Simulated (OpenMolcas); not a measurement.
# HF/3-21G run of CH6GeO (SMILES C[O][GeH3])

Aim: an optimisation with harmonic vibrations of CH6GeO. 

Program for the calculation: OpenMolcas 26.06.

## 1. The molecule

CH6GeO has 9 atoms, charge 0, and is taken as a singlet. SMILES: `C[O][GeH3]`. Geometry: relaxed at PBE0-D4/def2-TZVP. The run starts from this shape.

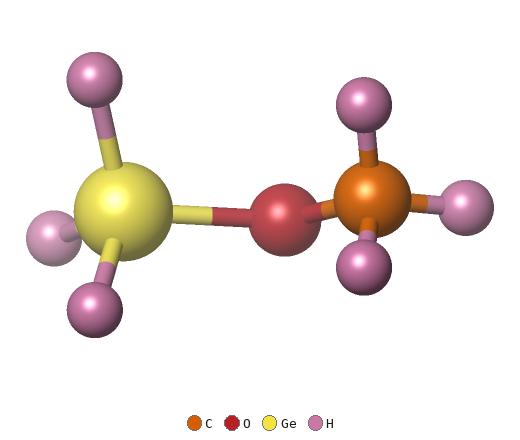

The structure, seen from a chosen angle (carbon orange, oxygen red, germanium yellow, hydrogen pink).

## 2. An optimisation with harmonic vibrations at HF/3-21G

Contents of mol.input:

```
>>> EXPORT MOLCAS_PRINT=2

&GATEWAY
  BASLIB=$CurrDir
  COORD
  9
  angstrom
  C       -0.461600       0.939500      -0.879600
  O       -0.657300      -0.383600      -0.447300
  Ge       0.409500      -1.004400       0.834300
  H       -1.194400       1.152600      -1.661500
  H        0.540900       1.094500      -1.301500
  H       -0.607700       1.666800      -0.069200
  H        1.870200      -0.939000       0.345100
  H       -0.054100      -2.444000       1.070300
  H        0.242900      -0.128600       2.092200
  BASIS=3-21G
  GROUP=NoSym
>>> EXPORT MOLCAS_MAXITER=50
>>> Do While

&SEWARD

&SCF
  PRORBITALS=0

&SLAPAF
>>> EndDo
>>> COPY $Project.Opt.xyz $CurrDir/final.xyz
>>> COPY $Project.slapaf.h5 $CurrDir/final.slapaf.h5

&MCKINLEY

&MCLR
  THERMOCHEMISTRY
  1
  1.0
  298.15
  End of PT
```

The basis set 3-21G is read from a file made from the Basis Set Exchange's data (not shown).

Command:

```console
export MOLCAS_MEM=1860
pymolcas mol.input > mol.log
```

Output:

```text
--- Start Module: gateway ---
[...]
--- Stop Module: gateway /rc=_RC_ALL_IS_WELL_ ---
[...]
      Basis functions           52
[...]
       Convergence after  10 Iterations
[...]
::    Total SCF energy                              -2180.9180652538
[...]
      Total spin, S                                     0.0000000000
[...]
      Total electronic charge=   52.000000
      Total            charge=   -0.000000
[...]
      Dipole Moment (debye):
      Origin of the operator (angstrom)=    0.1391   -0.6364    0.4116
                   X=  1.2713E+00               Y=  9.2544E-01               Z=  7.5385E-01           Total=  1.7438E+00
      Quadrupole Moment (debye*angstrom):
[...]
 *              Molecular gradients               *
 **************************************************
  Irreducible representation: a
 ------------------------------------------------------------------------------------------
                              X                       Y                       Z
 ------------------------------------------------------------------------------------------
  C1                4.72993330513072E-03   -2.51869730498608E-02    1.60479100347883E-02
  O2               -1.71417833262062E-02    2.13491302695239E-02   -2.58467086857728E-02
  GE3               1.64801057006674E-02   -7.79084098889271E-04    1.57145617556544E-02
  H4               -6.17999162706262E-03   -3.36963878557750E-04   -5.59165931782246E-03
  H5                6.40844749895519E-03   -2.29439824616318E-04   -2.91179077281245E-03
  H6               -1.64608651393916E-03    3.76811121485643E-03    5.72696295952535E-03
  H7                2.08919150652243E-04    8.40366461846223E-04   -1.02815602265882E-03
  H8               -2.32154116739913E-03   -6.28699215400097E-04   -1.86965942057782E-03
[...]
--- Start Module: slapaf ---
[...]
     Frequency:       i41.84    i36.40      0.01      0.02      0.04     30.11
[...]
     Frequency:        70.15    128.43    190.72    669.83    704.15    716.13
[...]
--- Stop Module: mclr /rc=_RC_ALL_IS_WELL_ ---
[...]
--- Start Module: mclr ---
[...]
        Frequency:         2184.39 cm-1
      ---------------------------------
[...]
        Frequency:         3165.48 cm-1
      ---------------------------------
[...]
        Frequency:         3202.22 cm-1
      ---------------------------------
[...]
        Frequency:         3276.37 cm-1
      ---------------------------------
[...]
--- Stop Module: mclr /rc=_RC_ALL_IS_WELL_ ---
[...]
```

It took 2.1 min on 1 thread of AMD EPYC 7R43 (Zen 3), shared host; peak memory 0.39 GiB.

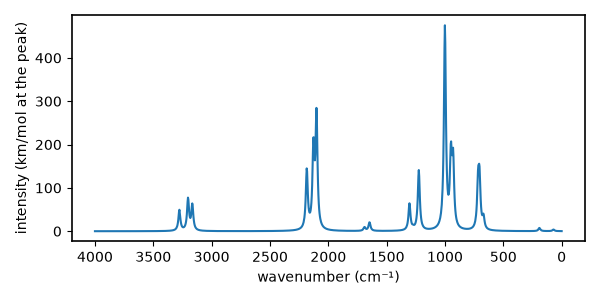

Harmonic infrared spectrum, unscaled, lines broadened by 10 cm⁻¹.

## 3. What came out

Level: HF/3-21G.

| quantity | value |
| --- | --- |
| total energy | -2180.92203 Eh |
| dipole moment | 1.43 D |
| HOMO energy | -11.25 eV |
| LUMO energy | 4.35 eV |
| HOMO–LUMO gap | 15.59 eV |
| lowest harmonic wavenumber | 70 cm⁻¹ |
| highest harmonic wavenumber | 3276 cm⁻¹ |

In words: At the final geometry: Bond lengths: C1–O2 1.426 Å, O2–Ge3 1.731 Å, C1–H4 1.080 Å, C1–H5 1.086 Å, C1–H6 1.086 Å, Ge3–H7 1.544 Å, Ge3–H8 1.529 Å, Ge3–H9 1.544 Å. Some angles: C1–O2–Ge3 131.3°, O2–C1–H4 107.9°, O2–C1–H5 111.7°, O2–C1–H6 111.7°, O2–Ge3–H7 110.7°, O2–Ge3–H8 106.7°, O2–Ge3–H9 110.7°, H4–C1–H5 108.6°, H4–C1–H6 108.6°, H5–C1–H6 108.2°. All 21 modes are real, so the shape is a minimum at this level.
